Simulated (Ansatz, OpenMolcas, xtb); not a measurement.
## Ligand exchange: BH(CH3)(OH) + SiH3(OH) → BH(CH3)(SiH3) + H2O2

Species: BH(CH3)(OH), singlet; SiH3(OH), singlet; BH(CH3)(SiH3), singlet; H2O2 `OO`, singlet. The partners trade OH for SiH3: B–OH and O–SiH3 bonds give way to B–SiH3 and O–OH.

Shapes, held fixed at every level: PBE0-D4/def2-TZVP. Flexible molecules stand in one conformer, not always the lowest. Programs: Ansatz 0.2.0, OpenMolcas 26.06, xtb 6.7.1. The zero-point and thermal change to 298 K, harmonic and unscaled (PBE0-D4/def2-TZVP), is -6.1 kJ/mol.

```json
{"level": "GFN1-xTB", "kind": "semi-empirical", "ΔH(298 K) (kJ/mol)": "+709.9", "less CCSD(T)/CBS estimate": "+120.0"}
{"level": "B3LYP/6-31G* (spherical functions)", "kind": "global hybrid", "ΔH(298 K) (kJ/mol)": "+552.8", "less CCSD(T)/CBS estimate": "-37.1"}
{"level": "wB97X-V/def2-TZVPP", "kind": "range-separated hybrid", "ΔH(298 K) (kJ/mol)": "+571.6", "less CCSD(T)/CBS estimate": "-18.3"}
{"level": "B2PLYP/def2-TZVPP", "kind": "double hybrid", "ΔH(298 K) (kJ/mol)": "+591.9", "less CCSD(T)/CBS estimate": "+2.0"}
{"level": "MP2/def2-SVP", "kind": "perturbation theory", "ΔH(298 K) (kJ/mol)": "+604.2", "less CCSD(T)/CBS estimate": "+14.3"}
{"level": "MP2/def2-TZVPP", "kind": "perturbation theory", "ΔH(298 K) (kJ/mol)": "+613.5", "less CCSD(T)/CBS estimate": "+23.6"}
{"level": "CCSD(T)/def2-TZVPP", "kind": "coupled cluster or CI", "ΔH(298 K) (kJ/mol)": "+584.0", "less CCSD(T)/CBS estimate": "-5.9"}
{"level": "CCSD(T)/CBS estimate", "kind": "coupled cluster or CI", "ΔH(298 K) (kJ/mol)": "+589.9", "less CCSD(T)/CBS estimate": "0.0"}
```

The highest level, CCSD(T)/CBS estimate, gives ΔH(298 K) = +589.9 kJ/mol; the levels span +552.8 to +709.9. GFN1-xTB strays far from the other rows. The column of differences is taken from that level and isn't an error. No measured value is set beside it here. The CBS estimate extrapolates MP2 from def2-TZVPP and def2-QZVPP and adds CCSD(T) − MP2 in the triple-zeta set, cores frozen.

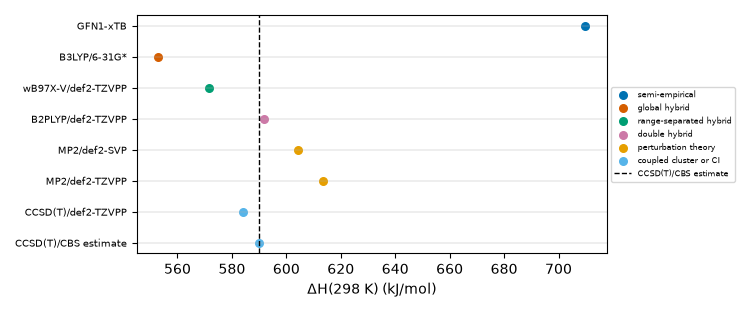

The values of the table, level by level.
